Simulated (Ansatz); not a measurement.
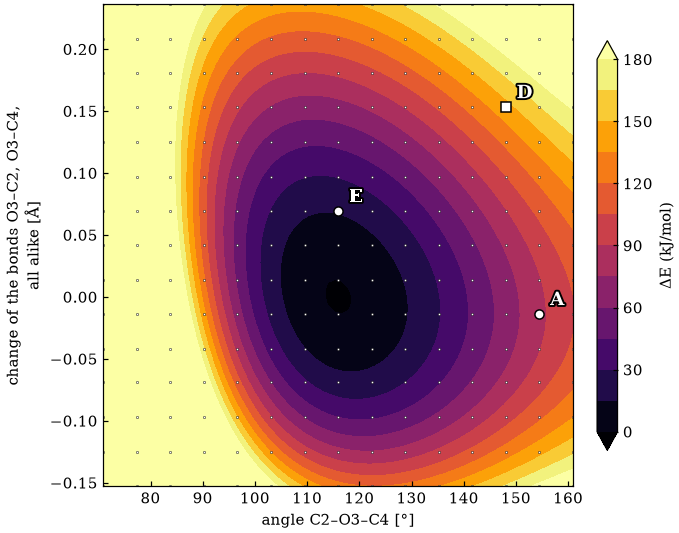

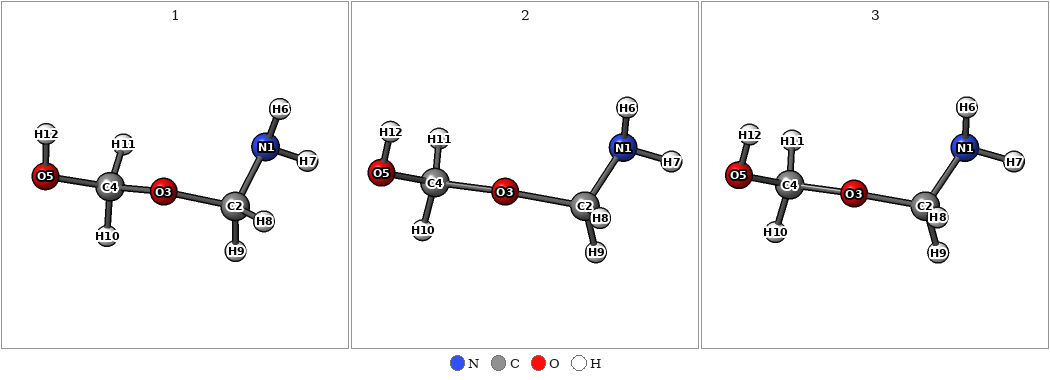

C₂H₇NO₂, SMILES NCOCO. First axis: angle C2–O3–C4. Second axis: change of the bonds O3–C2, O3–C4, all alike. Nothing is relaxed (all other coordinates rigid). The grid has 15 × 15 points. Points are written as (first, second). Energies are in kJ/mol, from the lowest grid point. Theory: RHF/def2-TZVP (Ansatz).

Drawn: filled contours, dots at the grid points, one colour for all values above the top of the scale, lettered points. Between grid points the surface is interpolated. The numbered pictures are the structures at these points, in random order.

Which structure belongs to which point?

A is structure 3: (154.5°, −0.014 Å), 86 kJ/mol; D is structure 2: (148.1°, 0.153 Å), 144 kJ/mol; E is structure 1: (115.9°, 0.069 Å), 16 kJ/mol.
